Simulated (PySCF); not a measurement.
**C$_{3}$H$_{6}$F$_{2}$SSi: density, localisation and related maps**

| atom | x (Å) | y (Å) | z (Å) |
| --- | --- | --- | --- |
| C | 2.3249 | -0.0434 | -0.6469 |
| S | 1.1744 | -0.5907 | 0.6521 |
| C | -0.4180 | -0.0174 | 0.1644 |
| C | -0.7491 | 0.6781 | -0.9172 |
| F | 0.0947 | 1.0942 | -1.8864 |
| Si | -1.7484 | -0.5151 | 1.4071 |
| F | -3.1260 | 0.1063 | 0.8493 |
| H | 2.0509 | -0.4899 | -1.5970 |
| H | 3.3020 | -0.3988 | -0.3338 |
| H | 2.3234 | 1.0395 | -0.7114 |
| H | -1.7626 | 0.9859 | -1.1265 |
| H | -1.5259 | 0.1068 | 2.7011 |
| H | -1.9447 | -1.9549 | 1.4275 |

Geometry: GFN2-xTB.

Level of theory: CAM-B3LYP/def2-SVPD, SCF density, gas phase (PySCF 2.14.0).

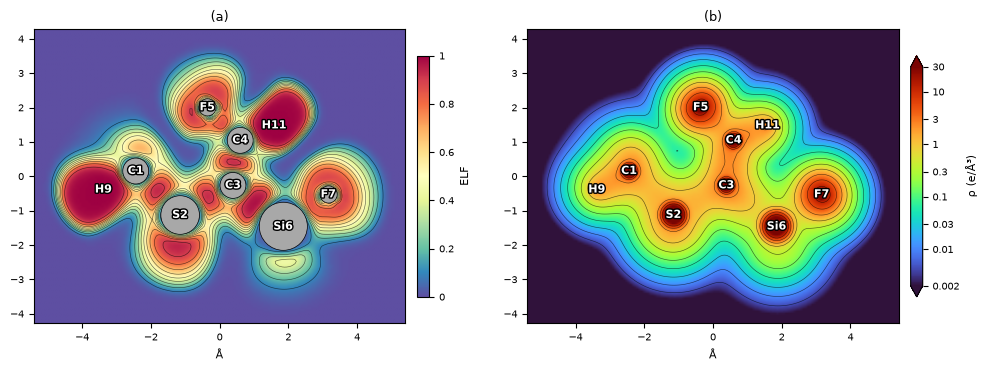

Figure 1. (a) ELF; (b) total electron density on the plane of atoms S2, C3 and Si6. Grey discs cover the atomic cores in the ELF map.

> What does the map show?

Atoms in the plane: C, S, F, Si and H.
C–C (1.33 Å): ρ is about 2.3 e/Å³ halfway; the ELF peaks at about 0.90 between the atoms: a multiple bond.
C–F (1.35 Å): ρ is about 2.2 e/Å³ halfway, with its minimum of 1.7 e/Å³ about 0.5 Å from C; the ELF peaks at about 0.85 between the atoms, as expected for a shared but strongly polarised pair.
Si–F (1.61 Å): the density is about 1 e/Å³ at the midpoint; the ELF peaks at about 0.85 in the valence shell of F, 0.6 Å from its nucleus, and is about 0.45 at the midpoint.
C–S (1.76 Å): ρ is about 1.3 e/Å³ halfway; the ELF peaks at about 0.90 between the atoms: a covalent bond.
C–Si (1.89 Å): ρ is about 0.95 e/Å³ halfway; the ELF peaks at about 1 between the atoms: localised, covalent bonding.
The ELF also peaks beside S2, F7 and F5, away from the bonds: lone-pair regions.

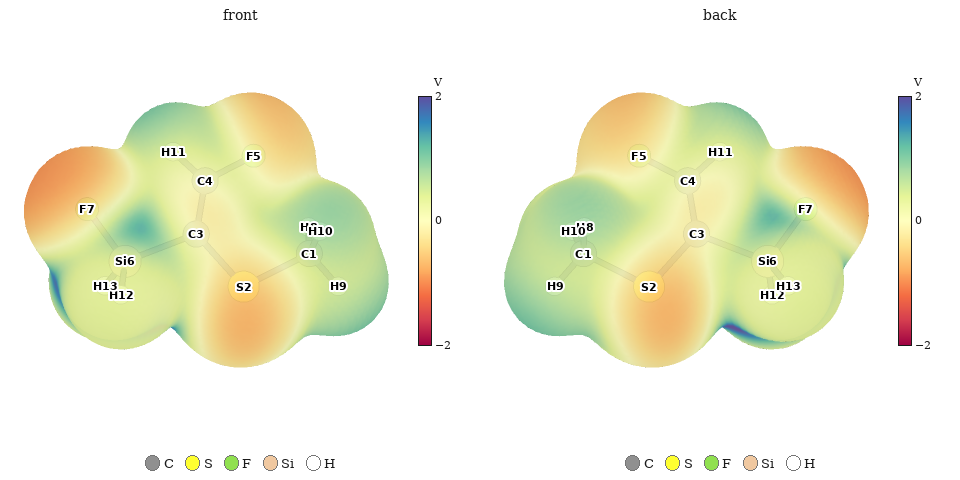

Figure 2. The molecular electrostatic potential painted on the density surface at 0.002 e/bohr³, seen from the front and from behind; red is negative and blue positive.

> Which sites attract a positive test charge, and which a negative one?

A positive charge is drawn to the negative regions and a negative charge to the positive ones. The most negative region (about −0.9 V) lies over F7, the most positive (about +1.7 V) over Si6.

> What dipole moment does the calculation give?

Its dipole moment is 1.29 D.
